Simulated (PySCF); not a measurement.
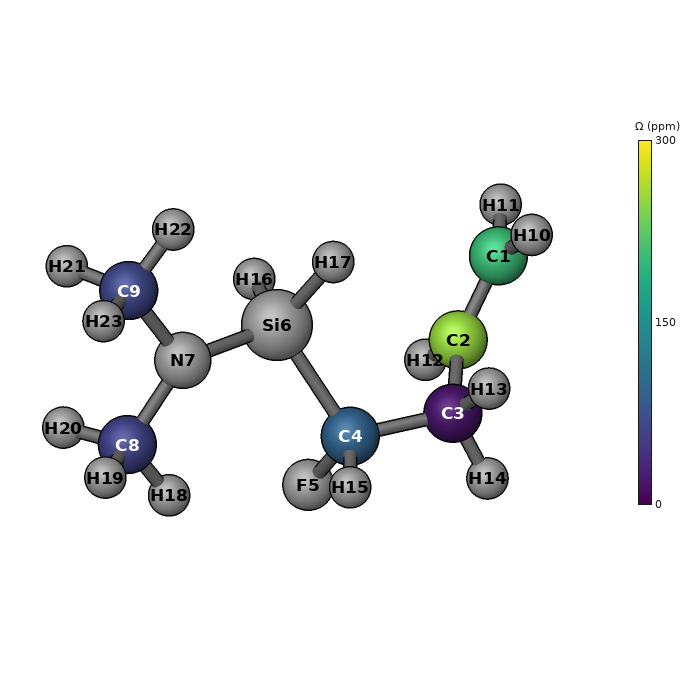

The C atoms are coloured by the span of their shielding tensor. The computed structure is the end point of a GFN2-xTB optimisation. No frequency run is at hand to confirm it as a minimum. Properties computed with GIAO PBE0/pcSseg-1 NMR shielding, non-relativistic, gas phase (PySCF 2.14.0). Principal shieldings σ11 ≤ σ22 ≤ σ33, span Ω = σ33 − σ11, skew κ = 3(σiso − σ22)/Ω.

### Which C atom has the most anisotropic shielding?

C2, with a span of 252 ppm.

Give the shielding tensors of the C atoms.

| atom | σ11 | σ22 | σ33 | σiso | Ω | κ |
| --- | --- | --- | --- | --- | --- | --- |
| C1 | −47.7 | 81.2 | 157.2 | 63.6 | 204.9 | −0.26 |
| C2 | −83.8 | 43.8 | 168.3 | 42.8 | 252.1 | −0.01 |
| C3 | 132.9 | 143.7 | 150.8 | 142.4 | 17.9 | −0.21 |
| C4 | 55.0 | 77.1 | 150.8 | 94.3 | 95.8 | 0.54 |
| C8 | 123.8 | 131.0 | 185.2 | 146.7 | 61.5 | 0.77 |
| C9 | 121.1 | 126.6 | 186.0 | 144.6 | 65.0 | 0.83 |

Shieldings and span in ppm.

The geometry is semi-empirical. Around Si such bond lengths and angles can be off by a tenth of an ångström or more and by several degrees, and values that hang on the shape move with them.
